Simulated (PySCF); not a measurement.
AlCl₃Li, charge +1, SMILES `[Li+].Cl[Al](Cl)Cl`.

Method: HF/def2-TZVP; geometry: GFN2-xTB; program: PySCF. GFN2-xTB bond lengths at metals and heavier atoms can be off by up to 0.1 Å and shapes distorted, which carries into these values.

Cartesian coordinates (Å):

```
Li1     -3.8388    0.0642    0.0000
Cl2     -1.7389    0.0421    0.0000
Al3      0.3935   -0.0078    0.0000
Cl4      1.0129   -1.9116    0.0000
Cl5      1.1025    1.8642    0.0000
```

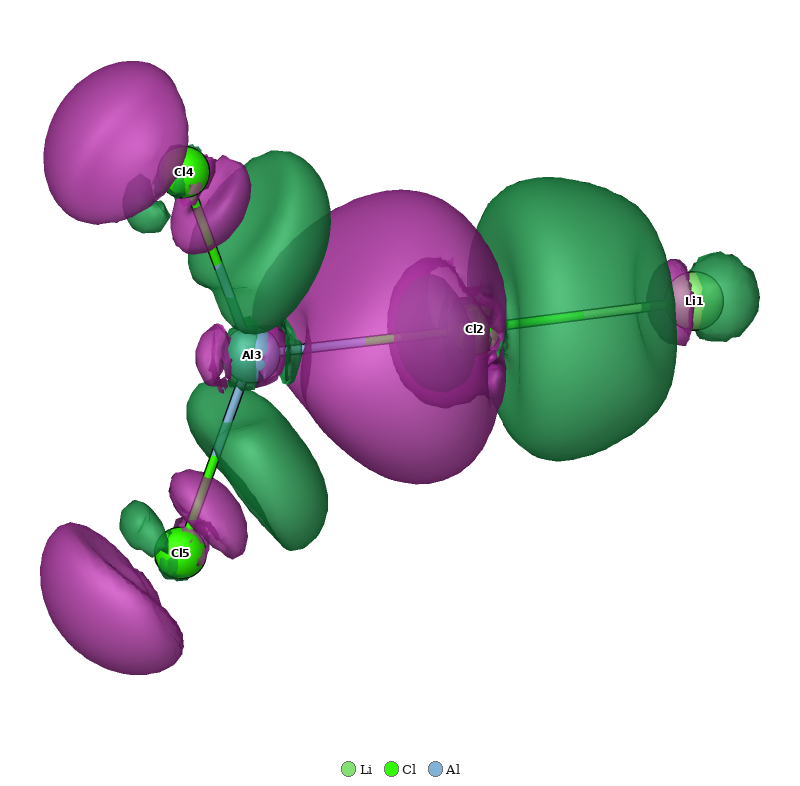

Density of the complex less the densities of the two fragments at the same geometry, ±0.008 e/Å³ (green: gain, purple: loss). Fragment A: Li(+1) (atom 1); fragment B: AlCl3.

**How is the density rearranged on binding?**

Hirshfeld charges show 0.041 e passing from B to A. By Hirshfeld charges, electrons gather most on Cl2 (−0.100 e) and leave Al3 most (+0.051 e); 0.33 e is displaced in all.

**What is the interaction energy, and which contacts carry it?**

The counterpoise-corrected interaction energy of the frozen fragments is −19.5 kcal/mol without dispersion correction and −25.1 kcal/mol with D3(BJ). D3 uses neutral-atom coefficients and tends to overbind metal cations. The pair geometry is semi-empirical, not a minimum at this level. Contacts: Li1···Cl2, 2.10 Å, ρ = 0.031 a.u. The pose is a local one from a semi-empirical search, not shown to be the most stable.

The PySCF run took 4.1 s on 1 thread of AMD EPYC 7R13 Processor (Zen 3), on a shared host, peak memory 0.34 GiB.
